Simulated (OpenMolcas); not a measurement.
## MgH$_{2}$O: excited-state calculation (part 3 of 4)

Continued. System: MgH$_{2}$O. Method: NEVPT2/ANO-RCC-VDZP, DKH2 (OpenMolcas 26.06). The geometry comes from this level: GFN2-xTB.

Geometry of the input (Å):
```
O  0.3399  -0.7990  0.4702
Mg -0.2302  0.5658  -0.3352
H  0.6484  -1.5680  0.9303
H  -0.7581  1.8012  -1.0653
```

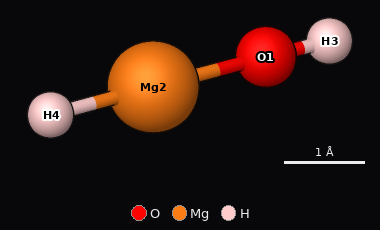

**Figure 1.** The structure as given in the input (ball-and-stick view, seen at a tilt; atoms are numbered from 1 in the order of the input). Sticks mark near contacts.

What the program printed, continued:
```
      Number of closed shell electrons           6
      Number of electrons in active shells      10
      Max number of holes in RAS1 space          0
      Max number of electrons in RAS3 space      0
      Number of inactive orbitals                3
      Number of active orbitals                 10
      Number of secondary orbitals              26
      Spin quantum number                      0.0
      State symmetry                             1
      Number of CSFs                         19404
      Number of CASSCF root(s) available         6
      NEVPT2 state passed to geometry opt.       6
      A file JOBMIX will be created
      This is a MULTI-STATE CASSCF reference
      Number of CI roots used                    6
      These are:                                 1   2   3   4   5   6
      Off-diagonal elements of Heff are computed
--

++    Orbital specifications:
      -----------------------

      Symmetry species                           1
                                                 a
      Frozen orbitals                            3
      Inactive orbitals                          3
      Active orbitals                           10
      Secondary orbitals                        26
      Deleted orbitals                           0
      Number of basis functions                 42
--

++    NEVPT2 specifications:
      ----------------------

      Type of calculation                        QD-NEVPT2
      Internal contraction for energies          partially and strongly contracted
                                                 (PC-NEVPT2 and SC-NEVPT2)
      Denominator threshold for SC-NEVPT2        1.00E-09
      Fock operator                              state-specific
      0th-order Hamiltonian                      DYALL
      IPEA shift                                 0.00
      Real shift                                 0.00
      Imaginary shift                            0.00
      The input orbitals will be transformed to quasi-canonical
--

--------------------------------------------------------------------------------
 Estimated memory requirements:
  POLY3 :                  3551880
  RHS:                      805542
  SIGMA :                   354000
  PRPCTL:                        0
 Available workspace:    232437816

++ NEVPT2 computation for group   1

********************************************************************************
 Multi-State initialization phase begins for group   1
--------------------------------------------------------------------------------
********************************************************************************
 Compute H0 matrices for state    1
--------------------------------------------------------------------------------
--------------------------------------------------------------------------------
 H0 matrices have been computed.

********************************************************************************
  NEVPT2 EQUATION SOLUTION
--------------------------------------------------------------------------------

  Total nr of NEVPT2 parameters:
   Before reduction:      104696
   After  reduction:      104328

 Variance of |WF0>:       2.8170507581
-----------------------------------------------------------------------------------------------------------------------------

  FINAL PC-NEVPT2 RESULT:

      Reference energy:        -276.0659525799
      E2 (Non-variational):      -0.3521910012
      E2 (Variational):          -0.3521910012
      Total energy:            -276.4181435811
      Residual norm:              0.0000000000
      Reference weight:           0.91976

      Contributions to the PC-NEVPT2 correlation energy
      Active & Virtual Only:         -0.1902032334
      One Inactive Excited:          -0.0085179480
      Two Inactive Excited:          -0.1534698198

  FINAL SC-NEVPT2 RESULT:

      Reference energy:        -276.0659525799
      E2 (Non-variational):      -0.3379597892
      E2 (Variational):          -0.3379597892
      Total energy:            -276.4039123691
      Residual norm:              0.0000000000
      Reference weight:           0.93879

      Contributions to the SC-NEVPT2 correlation energy
      Active & Virtual only:         -0.1759847691
      One Inactive Excited:          -0.0085057494
      Two Inactive Excited:          -0.1534692707

   (Skip denominator check etc. with SC-NEVPT2 wavefunction)

   (Skipping property calculation,
    use PROP keyword to activate)
--

++ NEVPT2 computation for group   2

********************************************************************************
 Multi-State initialization phase begins for group   2
--------------------------------------------------------------------------------
********************************************************************************
 Compute H0 matrices for state    2
--------------------------------------------------------------------------------
--------------------------------------------------------------------------------
 H0 matrices have been computed.

********************************************************************************
  NEVPT2 EQUATION SOLUTION
--------------------------------------------------------------------------------

  Total nr of NEVPT2 parameters:
   Before reduction:      104696
   After  reduction:      104328

 Variance of |WF0>:       2.7277398370
-----------------------------------------------------------------------------------------------------------------------------

  FINAL PC-NEVPT2 RESULT:

      Reference energy:        -275.8555102636
      E2 (Non-variational):      -0.3086448408
      E2 (Variational):          -0.3086448408
      Total energy:            -276.1641551044
      Residual norm:              0.0000000000
      Reference weight:           0.94793

      Contributions to the PC-NEVPT2 correlation energy
      Active & Virtual Only:         -0.1459717081
      One Inactive Excited:          -0.0087407116
      Two Inactive Excited:          -0.1539324211

  FINAL SC-NEVPT2 RESULT:

      Reference energy:        -275.8555102636
      E2 (Non-variational):      -0.3040936722
      E2 (Variational):          -0.3040936722
      Total energy:            -276.1596039358
      Residual norm:              0.0000000000
      Reference weight:           0.95331

      Contributions to the SC-NEVPT2 correlation energy
      Active & Virtual only:         -0.1414358761
      One Inactive Excited:          -0.0087261087
      Two Inactive Excited:          -0.1539316874

   (Skip denominator check etc. with SC-NEVPT2 wavefunction)

   (Skipping property calculation,
    use PROP keyword to activate)
--

++ NEVPT2 computation for group   3

********************************************************************************
 Multi-State initialization phase begins for group   3
--------------------------------------------------------------------------------
********************************************************************************
 Compute H0 matrices for state    3
--------------------------------------------------------------------------------
--------------------------------------------------------------------------------
 H0 matrices have been computed.

********************************************************************************
  NEVPT2 EQUATION SOLUTION
--------------------------------------------------------------------------------

  Total nr of NEVPT2 parameters:
   Before reduction:      104696
   After  reduction:      104328

 Variance of |WF0>:       2.7277396531
-----------------------------------------------------------------------------------------------------------------------------

  FINAL PC-NEVPT2 RESULT:

      Reference energy:        -275.8555066997
      E2 (Non-variational):      -0.3086444817
      E2 (Variational):          -0.3086444817
      Total energy:            -276.1641511814
      Residual norm:              0.0000000000
      Reference weight:           0.94793

      Contributions to the PC-NEVPT2 correlation energy
      Active & Virtual Only:         -0.1459712663
      One Inactive Excited:          -0.0087406545
      Two Inactive Excited:          -0.1539325610

  FINAL SC-NEVPT2 RESULT:

      Reference energy:        -275.8555066997
      E2 (Non-variational):      -0.3040939221
      E2 (Variational):          -0.3040939221
      Total energy:            -276.1596006218
      Residual norm:              0.0000000000
      Reference weight:           0.95331

      Contributions to the SC-NEVPT2 correlation energy
      Active & Virtual only:         -0.1414360418
      One Inactive Excited:          -0.0087260532
      Two Inactive Excited:          -0.1539318271

   (Skip denominator check etc. with SC-NEVPT2 wavefunction)

   (Skipping property calculation,
    use PROP keyword to activate)
--

++ NEVPT2 computation for group   4

********************************************************************************
 Multi-State initialization phase begins for group   4
--------------------------------------------------------------------------------
********************************************************************************
 Compute H0 matrices for state    4
--------------------------------------------------------------------------------
--------------------------------------------------------------------------------
 H0 matrices have been computed.

********************************************************************************
  NEVPT2 EQUATION SOLUTION
--------------------------------------------------------------------------------

  Total nr of NEVPT2 parameters:
   Before reduction:      104696
   After  reduction:      104328

 Variance of |WF0>:       2.7029104781
-----------------------------------------------------------------------------------------------------------------------------

  FINAL PC-NEVPT2 RESULT:

      Reference energy:        -275.8298010820
      E2 (Non-variational):      -0.3007993338
      E2 (Variational):          -0.3007993338
      Total energy:            -276.1306004158
      Residual norm:              0.0000000000
      Reference weight:           0.95005

      Contributions to the PC-NEVPT2 correlation energy
      Active & Virtual Only:         -0.1387845838
      One Inactive Excited:          -0.0089319868
      Two Inactive Excited:          -0.1530827632

  FINAL SC-NEVPT2 RESULT:

      Reference energy:        -275.8298010820
      E2 (Non-variational):      -0.2964663563
      E2 (Variational):          -0.2964663563
      Total energy:            -276.1262674382
      Residual norm:              0.0000000000
      Reference weight:           0.95565

      Contributions to the SC-NEVPT2 correlation energy
      Active & Virtual only:         -0.1344667385
      One Inactive Excited:          -0.0089177986
      Two Inactive Excited:          -0.1530818192

   (Skip denominator check etc. with SC-NEVPT2 wavefunction)

   (Skipping property calculation,
    use PROP keyword to activate)
--

++ NEVPT2 computation for group   5

********************************************************************************
 Multi-State initialization phase begins for group   5
--------------------------------------------------------------------------------
********************************************************************************
 Compute H0 matrices for state    5
--------------------------------------------------------------------------------
--------------------------------------------------------------------------------
 H0 matrices have been computed.

********************************************************************************
  NEVPT2 EQUATION SOLUTION
--------------------------------------------------------------------------------

  Total nr of NEVPT2 parameters:
   Before reduction:      104696
   After  reduction:      104328

 Variance of |WF0>:       2.7029105189
-----------------------------------------------------------------------------------------------------------------------------

  FINAL PC-NEVPT2 RESULT:

      Reference energy:        -275.8298010780
      E2 (Non-variational):      -0.3007993177
      E2 (Variational):          -0.3007993177
      Total energy:            -276.1306003957
      Residual norm:              0.0000000000
      Reference weight:           0.95005

      Contributions to the PC-NEVPT2 correlation energy
      Active & Virtual Only:         -0.1387845675
      One Inactive Excited:          -0.0089319857
      Two Inactive Excited:          -0.1530827645

  FINAL SC-NEVPT2 RESULT:

      Reference energy:        -275.8298010780
      E2 (Non-variational):      -0.2964686402
      E2 (Variational):          -0.2964686402
      Total energy:            -276.1262697183
      Residual norm:              0.0000000000
      Reference weight:           0.95565

      Contributions to the SC-NEVPT2 correlation energy
      Active & Virtual only:         -0.1344690359
      One Inactive Excited:          -0.0089177839
      Two Inactive Excited:          -0.1530818205

   (Skip denominator check etc. with SC-NEVPT2 wavefunction)

   (Skipping property calculation,
    use PROP keyword to activate)
--

++ NEVPT2 computation for group   6

********************************************************************************
 Multi-State initialization phase begins for group   6
--------------------------------------------------------------------------------
********************************************************************************
 Compute H0 matrices for state    6
--------------------------------------------------------------------------------
--------------------------------------------------------------------------------
 H0 matrices have been computed.

********************************************************************************
  NEVPT2 EQUATION SOLUTION
--------------------------------------------------------------------------------

  Total nr of NEVPT2 parameters:
   Before reduction:      104696
   After  reduction:      104328

 Variance of |WF0>:       2.7036697587
-----------------------------------------------------------------------------------------------------------------------------

  FINAL PC-NEVPT2 RESULT:

      Reference energy:        -275.8282418599
      E2 (Non-variational):      -0.3009929299
      E2 (Variational):          -0.3009929299
      Total energy:            -276.1292347898
      Residual norm:              0.0000000000
      Reference weight:           0.95023
```
